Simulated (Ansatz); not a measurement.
Bond stretch in SiH (cation, charge +1), singlet.

- RKS-B3LYP = restricted B3LYP/aug-cc-pVTZ (Ansatz, a quantum-chemistry and plane-wave program)
- RKS-PBE = restricted PBE/aug-cc-pVTZ (Ansatz)
- UCCSD(T) = Ansatz with CCSD(T) on UHF/aug-cc-pVTZ, frozen core
- UKS-B3LYP = unrestricted B3LYP/aug-cc-pVTZ in Ansatz
- UKS-PBE = unrestricted PBE/aug-cc-pVTZ run with Ansatz
- FCI = full CI/aug-cc-pVTZ, frozen core (Ansatz)

Cost and accuracy over the 22 points of the scan, with FCI as yardstick. Costs are rough ratios of core time within Ansatz on shared cores, each with its mean field (Kohn-Sham runs search longer for lower solutions than correlated ones do); the miss is the largest error against full CI of the curve after the mean shift, in eV.

Problem. Which of them comes closest to FCI within 2 times the cost of the cheapest?

Solution. RKS-PBE, 0.949 eV off at most.

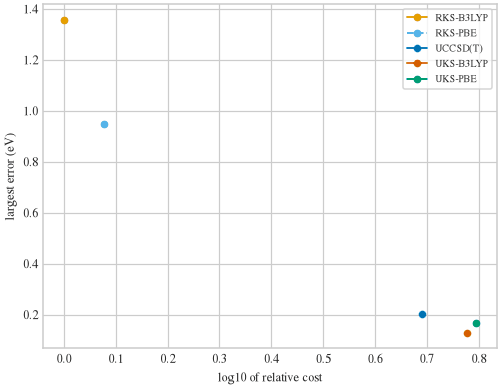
Miss against cost, one point a level.

```tsv
level	relative cost	largest error
RKS-B3LYP	1	1.356
RKS-PBE	1	0.949
UCCSD(T)	5	0.202
UKS-B3LYP	6	0.129
UKS-PBE	6	0.165
```

Costs within a factor of two of each other count as equal.

The restricted form behind RKS-B3LYP, RKS-PBE keeps the bonding electrons paired and can't separate into open-shell fragments. The unrestricted determinant behind UCCSD(T) is spin-contaminated at 1.24 to 1.65, 2.07 to 6.10 Å (<S²> up to 1.0, against 0.00 for a pure singlet). The unrestricted determinant behind UKS-B3LYP, UKS-PBE is spin-contaminated at 2.54 to 6.10 Å (<S²> up to 1.0, against 0.00 for a pure singlet). The unrestricted solution behind UKS-PBE changes between 2.71 and 3.06 Å, which can leave a kink.
